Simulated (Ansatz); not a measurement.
# Al₃GaN₄: a line through an energy map

Aim: follow the energy of Al3GaN4 (P-43m, No. 215; 8 atoms in the cell) along one coordinate, volume per atom, with the other held at c/a of the conventional cell = 1.129.

Computed with Ansatz 0.2.0 (DFT PBEsol, scalar-relativistic, plane waves, PAW, unless a step's input says otherwise).

16 further runs of the same task are left out: 16 set aside as unsound or not needed.

## Step 1: The starting structure

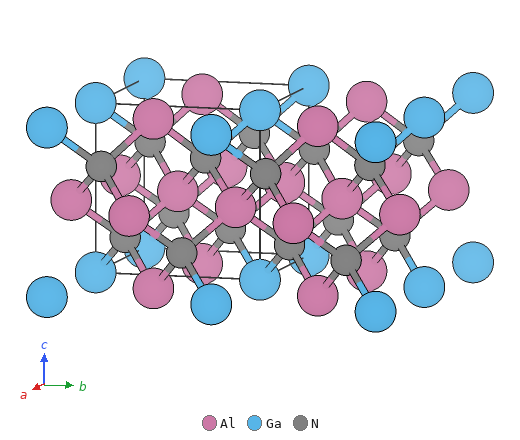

The starting structure, seen slightly off an axis (aluminium pink, gallium blue, nitrogen grey). 2×2×1 cells are drawn. Atoms on the faces are drawn again on the opposite ones.

Coordinates:

```xyz
8
Lattice="4.4071 0.0000 0.0000 0.0000 4.4071 0.0000 0.0000 0.0000 4.4071" Properties=species:S:1:pos:R:3 pbc="T T T"
Al    2.2036    2.2036    0.0000
Al    2.2036    0.0000    2.2036
Al    0.0000    2.2036    2.2036
Ga    0.0000    0.0000    0.0000
N     3.2820    3.2820    1.1251
N     3.2820    1.1251    3.2820
N     1.1251    3.2820    3.2820
N     1.1251    1.1251    1.1251
```

It goes back to an entry of the Materials Project, which need not be the stable form.

This cell was relaxed beforehand with the same method: volume 10.70 Å³/atom, gap on the mesh 3.32 eV.

## Step 2: The scan

The energy is mapped over volume and the cell's shape.

- volume per atom: 7 values from 8.99 to 12.41 Å³
- c/a of the conventional cell: 7 values from 0.834 to 1.200

Nothing else is relaxed (fractional coordinates fixed). Energies count from the relaxed crystal. Points are written as (first, second).

## Step 3: Point (8.99 Å³, 1.129)

input.yaml

```yaml
crystal:
  lattice:
    - [3.993494, 0.0, 0.0]
    - [0.0, 3.993494, 0.0]
    - [0.0, 0.0, 4.5086547261]
  atoms:
    - { symbol: Al, position: [0.5, 0.5, 0.0] }
    - { symbol: Al, position: [0.5, 0.0, 0.5] }
    - { symbol: Al, position: [0.0, 0.5, 0.5] }
    - { symbol: Ga, position: [0.0, 0.0, 0.0] }
    - { symbol: "N", position: [0.7447140287, 0.7447140287, 0.2552859713] }
    - { symbol: "N", position: [0.7447140287, 0.2552859713, 0.7447140287] }
    - { symbol: "N", position: [0.2552859713, 0.7447140287, 0.7447140287] }
    - { symbol: "N", position: [0.2552859713, 0.2552859713, 0.2552859713] }
basis:
  ecutwfc: 520.0
kpoints:
  mp_grid: { grid: [6, 6, 6] }
hamiltonian:
  xc: pbesol
scf:
  occupations: { method: gaussian, width: 0.05 }
output:
  forces: true
  stress: true
  eigenvalues: true
  write_density: true
  write_potential: true
  elf: true
  volumetric_format: npy
```

Run with:

```console
> ansatz run input.yaml --threads 2 --pin off --max-ram 4096MiB --backend cpu --events-out ev --progress --plain --runs-dir out
```

The log of the run, shortened:

```text
Warning: RAYON_NUM_THREADS=2 ignored (pool sized by the plan → 2); use --threads N
[...]
Pseudopotentials: kind: paw
Pseudopotential: Al, paw, valence charge 3, recommended cutoff 420 eV (normal), Al.paw.azcp
Pseudopotential: Ga, paw, valence charge 13, recommended cutoff 420 eV (normal), Ga.paw.azcp
Pseudopotential: N, paw, valence charge 5, recommended cutoff 420 eV (normal), N.paw.azcp
Functional definition: PBEsol
[...]
Crystal: 8 atoms, lattice volume = 71.904 Å³
Basis set: ecut = 520 eV, 1937 PW (Γ), exchange–correlation on 60×60×72 points (8 copies of the dense FFT grid, shifted against one another)
Bands: 29, of which v1, the nominal top of the filled ones, is band 21 counted from 1 (20 counted from 0)
Symmetry: 8 space group operations
Space group: P-42m (ITA 111), of the structure as read, at distance tolerance 4.2e-5 Å
k-points: 40 of 216 (time reversal used)
[...]
SCF iter   1: F=—  HF=-6838.512640 eV  |F-HF|=—  |Δ(HF+E_count)|=         —  Δρ=1.17e-2  dr2=9.58e-2  ethr=1.77e-3  ⟨swp⟩=7.8  Hψ=6135  notcnv=0
[...]
SCF iter   6: F=-6838.482862 eV  HF=-6838.482862 eV  |F-HF|=3.32e-8  |Δ(HF+E_count)|=   5.22e-7  Δρ=9.05e-6  dr2=4.61e-8  ethr=2.38e-10  ⟨swp⟩=13.5  Hψ=9713  notcnv=0
[...]
SCF converged after 6 iterations
Free energy (F): -6838.482862 eV
[...]
E sigma→0 (E₀):  -6838.482862 eV
Fermi energy:    11.538216 eV
[...]
--- Forces (eV/Å), atoms counted from 1 ---
  atom   1  Al    -0.00000000     0.00000000     0.00000000
  atom   2  Al    -0.00000000     0.00000000     0.00000000
  atom   3  Al    -0.00000000     0.00000000     0.00000000
  atom   4  Ga    -0.00000000     0.00000000     0.00000000
  atom   5  N     -0.11320639    -0.11320639    -0.09081397
  atom   6  N     -0.11320639     0.11320639     0.09081397
  atom   7  N      0.11320639    -0.11320639     0.09081397
  atom   8  N      0.11320639     0.11320639    -0.09081397
[...]
--- Stress (GPa, compression-positive) ---
       53.636544       0.000000       0.000000
        0.000000      53.636544      -0.000000
        0.000000      -0.000000      33.414441
  P = ⅓ Tr σ = 46.8958 GPa (468.958 kbar)
--- Band table (eV; the first three rows and the last of 40) ---
  k-point 0: bands = ["-6.6307", "-4.2769", "-4.0588", "-4.0588", "-3.0031", "-2.9665", "-2.3470", "-1.7793", "-1.7793", "2.8371", "4.3408", "4.7407", "7.0843", "7.1367", "7.1367", "7.1647", "8.2456", "8.2456", "9.2972", "9.9767", "9.9767", "12.9987", "12.9987", "13.8209", "14.5571", [...]
[...]
```

It took 13 s on 2 threads of Arm Neoverse N1, shared host; peak memory 0.38 GiB.

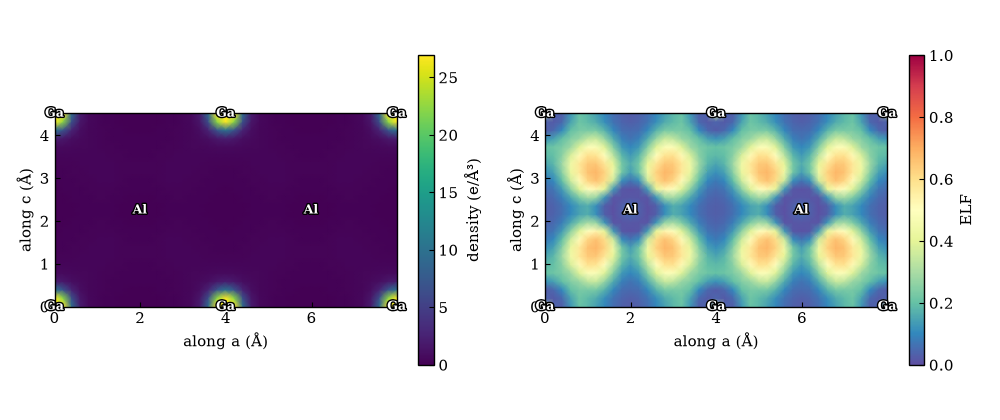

Density (left) and ELF (right) in a lattice plane of the grid's cell (edges 3.99 and 4.51 Å, at 0.000 of the third edge), which holds Al and Ga. Only atoms in the plane are labelled; the density scale stops at 26.93 e/Å³. Both are smooth fields of the valence electrons: close to the nuclei they are not physical.

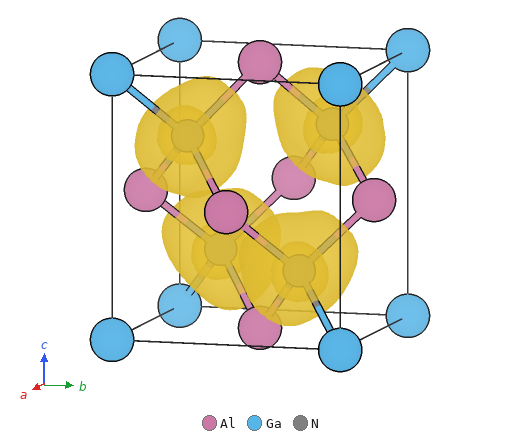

Surface of ELF = 0.74, drawn in one cell.

Maxima of ELF outside the ion cores: 0.89 on the N–Al line, 0.8 Å from N; 0.80 in the shell around N, 0.6 Å from N.

Energy on the map's scale: 264 meV/atom.

## Step 4: Grid point (9.56 Å³, 1.129)

Edit input.yaml of step 3 so:

```diff
@@ -2,5 +2,5 @@
   lattice:
-    - [3.993494, 0.0, 0.0]
-    - [0.0, 3.993494, 0.0]
-    - [0.0, 0.0, 4.5086547261]
+    - [4.0761894169, 0.0, 0.0]
+    - [0.0, 4.0761894169, 0.0]
+    - [0.0, 0.0, 4.6020178517]
   atoms:
```

Run with:

```console
> ansatz run input.yaml --threads 2 --pin off --max-ram 4096MiB --backend cpu --events-out ev --progress --plain --runs-dir out
```

The log of the run, shortened:

```text
[...]
SCF converged after 6 iterations
Free energy (F): -6839.513502 eV
[...]
E sigma→0 (E₀):  -6839.513502 eV
Fermi energy:    10.697104 eV
[...]
--- Forces (eV/Å), atoms counted from 1 ---
  atom   1  Al     0.00000000     0.00000000     0.00000000
  atom   2  Al    -0.00000000     0.00000000     0.00000000
  atom   3  Al    -0.00000000     0.00000000     0.00000000
  atom   4  Ga    -0.00000000     0.00000000     0.00000000
  atom   5  N     -0.07703941    -0.07703941    -0.10265485
  atom   6  N     -0.07703941     0.07703941     0.10265485
  atom   7  N      0.07703941    -0.07703941     0.10265485
  atom   8  N      0.07703941     0.07703941    -0.10265485
[...]
--- Stress (GPa, compression-positive) ---
       33.527022       0.000000       0.000000
        0.000000      33.527022      -0.000000
        0.000000      -0.000000      12.339291
  P = ⅓ Tr σ = 26.4644 GPa (264.644 kbar)
--- Band table (eV; the first three rows and the last of 40) ---
  k-point 0: bands = ["-6.9940", "-4.8938", "-4.7159", "-4.7159", "-3.8078", "-3.7642", "-3.1374", "-2.5977", "-2.5977", "2.2946", "3.7261", "4.1088", "6.4123", "6.4317", "6.4317", "6.4774", "7.4999", "7.4999", "8.4922", "9.1621", "9.1621", "12.1567", "12.1567", "12.9247", "13.1999", [...]
[...]
```

Wall time 14 s (2 threads of Arm Neoverse N1, shared host); peak memory 0.39 GiB.

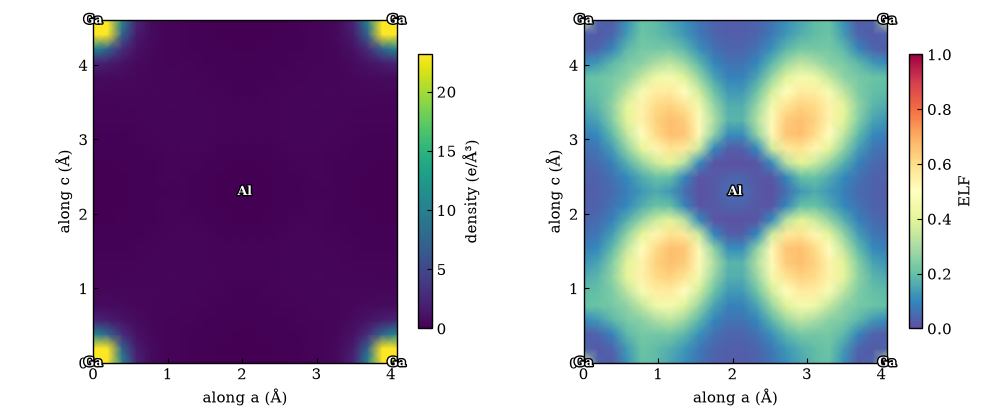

Density (left) and ELF (right) in a lattice plane of the grid's cell (edges 4.08 and 4.60 Å, at 0.000 of the third edge), which holds Al and Ga. Only atoms in the plane are labelled; the density scale stops at 23.16 e/Å³. Both are smooth fields of the valence electrons: close to the nuclei they are not physical.

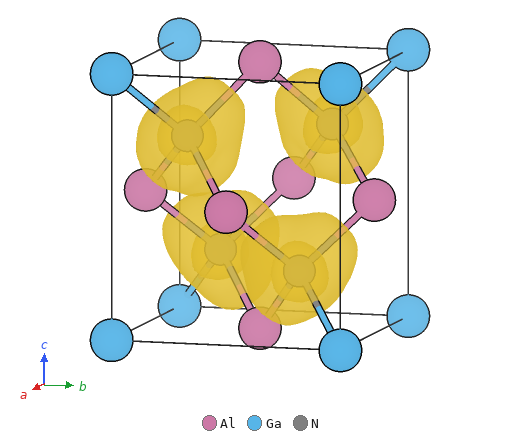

Surface of ELF = 0.75, drawn in one cell.

Outside the cores ELF peaks at 0.89 on the N–Al line, 0.8 Å from N; 0.81 in the shell around N, 0.7 Å from N.

Energy on the map's scale: 135 meV/atom.

## Step 5: Point (10.13 Å³, 1.129)

Edit input.yaml of step 4 so:

```diff
@@ -2,5 +2,5 @@
   lattice:
-    - [4.0761894169, 0.0, 0.0]
-    - [0.0, 4.0761894169, 0.0]
-    - [0.0, 0.0, 4.6020178517]
+    - [4.1557958533, 0.0, 0.0]
+    - [0.0, 4.1557958533, 0.0]
+    - [0.0, 0.0, 4.6918935184]
   atoms:
@@ -26,5 +26 @@
   eigenvalues: true
-  write_density: true
-  write_potential: true
-  elf: true
-  volumetric_format: npy
```

Run with:

```console
> ansatz run input.yaml --threads 2 --pin off --max-ram 4096MiB --backend cpu --events-out ev --progress --plain --runs-dir out
```

The log of the run, shortened:

```text
[...]
SCF converged after 6 iterations
Free energy (F): -6840.036029 eV
[...]
E sigma→0 (E₀):  -6840.036029 eV
Fermi energy:    9.947638 eV
[...]
--- Forces (eV/Å), atoms counted from 1 ---
  atom   1  Al    -0.00000000     0.00000000     0.00000000
  atom   2  Al    -0.00000000     0.00000000     0.00000000
  atom   3  Al    -0.00000000     0.00000000     0.00000000
  atom   4  Ga    -0.00000000     0.00000000     0.00000000
  atom   5  N     -0.05464899    -0.05464899    -0.10334043
  atom   6  N     -0.05464899     0.05464899     0.10334043
  atom   7  N      0.05464899    -0.05464899     0.10334043
  atom   8  N      0.05464899     0.05464899    -0.10334043
[...]
--- Stress (GPa, compression-positive) ---
       18.123861       0.000000      -0.000000
        0.000000      18.123861      -0.000000
       -0.000000      -0.000000      -3.567649
  P = ⅓ Tr σ = 10.8934 GPa (108.934 kbar)
--- Band table (eV; the first three rows and the last of 40) ---
  k-point 0: bands = ["-7.3169", "-5.4613", "-5.3208", "-5.3208", "-4.5514", "-4.5026", "-3.8494", "-3.3322", "-3.3322", "1.8101", "3.1799", "3.5471", "5.8055", "5.8055", "5.8141", "5.8653", "6.8353", "6.8353", "7.7736", "8.4324", "8.4324", "11.4008", "11.4008", "11.9777", "12.1198", [...]
[...]
```

It took 10 s on 2 threads of Arm Neoverse N1, shared host; peak memory 0.38 GiB.

On the map this point reads 70 meV/atom.

## Step 6: Changed: mp_grid.grid [5, 5, 5], accuracy low

Edit input.yaml of step 5 so:

```diff
@@ -17,3 +17,3 @@
 kpoints:
-  mp_grid: { grid: [6, 6, 6] }
+  mp_grid: { grid: [5, 5, 5] }
 hamiltonian:
@@ -24,3 +24,4 @@
   forces: true
+  eigenvalues: true
   stress: true
-  eigenvalues: true
+accuracy: low
```

Run with:

```console
> ansatz run input.yaml --threads 2 --pin off --max-ram 4096MiB --backend cpu --events-out ev --progress --plain --runs-dir out
```

The log of the run, shortened:

```text
Warning: RAYON_NUM_THREADS=2 ignored (pool sized by the plan → 2); use --threads N
[...]
[... 5 set-up lines as earlier in the session ...]
[...]
Crystal: 8 atoms, lattice volume = 81.032 Å³
Basis set: ecut = 520 eV, 2185 PW (Γ), exchange–correlation on 64×64×72 points (8 copies of the dense FFT grid, shifted against one another)
Bands: 29, of which v1, the nominal top of the filled ones, is band 21 counted from 1 (20 counted from 0)
[... 1 set-up line as earlier in the session ...]
Space group: P-42m (ITA 111), of the structure as read, at distance tolerance 4.3e-5 Å
k-points: 18 of 125 (time reversal used)
[...]
SCF converged after 6 iterations
Free energy (F): -6840.035896 eV
[...]
E sigma→0 (E₀):  -6840.035896 eV
Fermi energy:    9.954046 eV
[...]
--- Forces (eV/Å), atoms counted from 1 ---
  atom   1  Al    -0.00000000     0.00000000     0.00000000
  atom   2  Al    -0.00000000     0.00000000     0.00000000
  atom   3  Al    -0.00000000     0.00000000     0.00000000
  atom   4  Ga    -0.00000000     0.00000000     0.00000000
  atom   5  N     -0.05467818    -0.05467818    -0.10336854
  atom   6  N     -0.05467818     0.05467818     0.10336854
  atom   7  N      0.05467818    -0.05467818     0.10336854
  atom   8  N      0.05467818     0.05467818    -0.10336854
[...]
--- Stress (GPa, compression-positive) ---
       18.123504       0.000000      -0.000000
        0.000000      18.123504      -0.000000
       -0.000000      -0.000000      -3.570140
  P = ⅓ Tr σ = 10.8923 GPa (108.923 kbar)
--- Band table (eV; the first three rows and the last of 18) ---
[... band rows left out ...]
[...]
```

It took 5.3 s on 2 threads of Arm Neoverse N1, shared host; peak memory 0.33 GiB.

| run | ending | energy change | pressure (GPa) | gap (eV) | force (eV/Å) | cycles | time |
| --- | --- | --- | --- | --- | --- | --- | --- |
| step 5 | converged | 0 | 10.9 | 2.91 | 0.13 | 6 | 10 s |
| variant | converged | 0.0 meV/atom | 10.9 | 2.89 | 0.13 | 6 | 5.3 s |

Changing the k-point mesh and accuracy level hardly moves the energy: 0.0 meV/atom. Cost: 5.3 s against 10 s.

[end of part 1 of 2]
